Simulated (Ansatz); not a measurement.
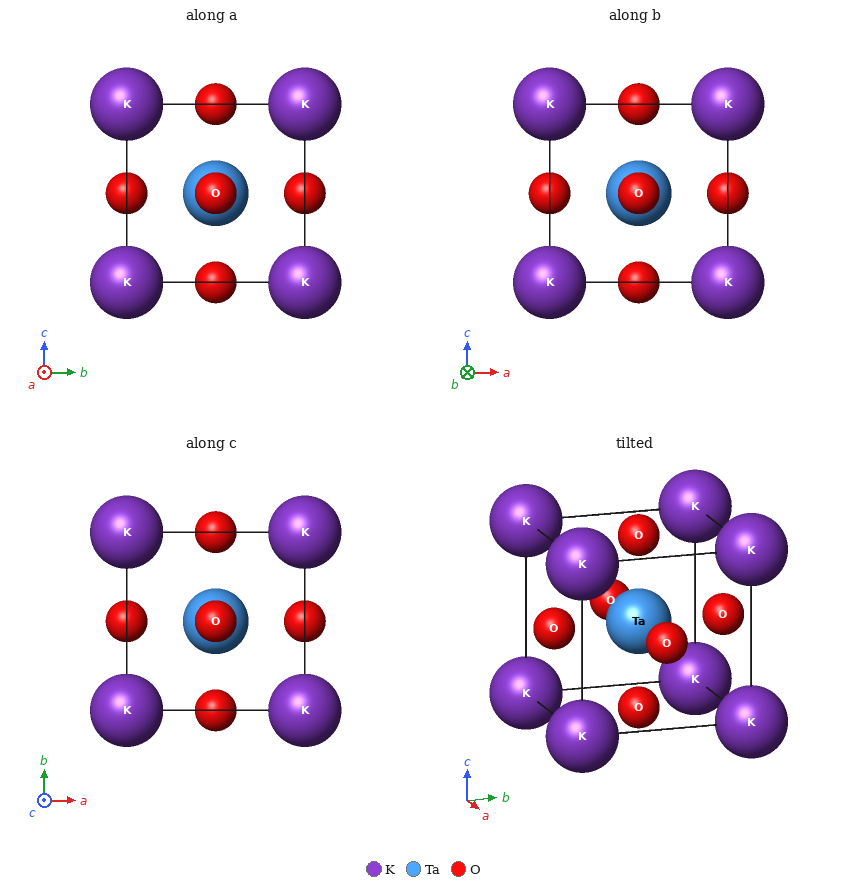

Figure: spheres-only view along the a axis, along the b axis, along the c axis and slightly off an axis. Thin lines show the conventional unit cell, with boundary atoms drawn in all their periodic places.

Lattice parameters: a = 3.967 Å, b = 3.967 Å, c = 3.967 Å, α = 90.00°, β = 90.00°, γ = 90.00°.

Question: Write down what is shown as a table of Wyckoff sites.

Answer: Space group Pm-3m (No. 221).
| atom | site | x | y | z |
| --- | --- | --- | --- | --- |
| K | 1a | 0.0000 | 0.0000 | 0.0000 |
| Ta | 1b | 0.5000 | 0.5000 | 0.5000 |
| O | 3c | 0.5000 | 0.5000 | 0.0000 |

It goes back to a structure type filled with these elements by a generator (whether the compound takes this form wasn't checked). Earlier steps of the study may have refined or changed the cell and positions. Ansatz was used for an electronic-structure calculation on it.

At this level of theory the cell isn't at rest (compressed, at 6 GPa), so its distances can differ from those at equilibrium, the more so the softer the solid.
